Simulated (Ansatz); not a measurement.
Start from MgS in the rock salt structure (space group Fm-3m, No. 225; a = 5.182 Å). Axes: x, y, z lie along the cube axes.

One thing is altered: a pure shear with ε_xy = ε_yx = 0.0086; the atoms relax in the strained cell.

The values are results of Ansatz (a program for electronic structure), PBEsol, PAW, cutoff 420 eV, no spin-orbit coupling, not measurements.

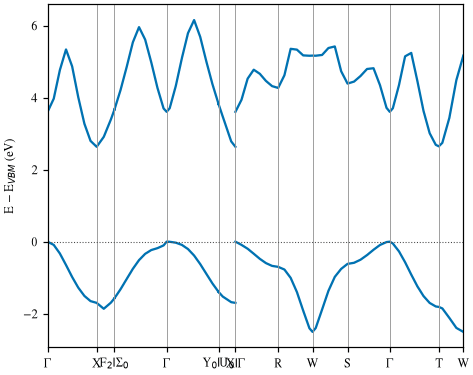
Figure: Highest valence and lowest conduction band along the path of the changed cell's own zone

Q: Read the changed gap and its character from the plot.

A: About 2.6 eV, indirect, Γ → X.

Stability against distortions was not tested. k-point labels follow each cell's own Brillouin zone.
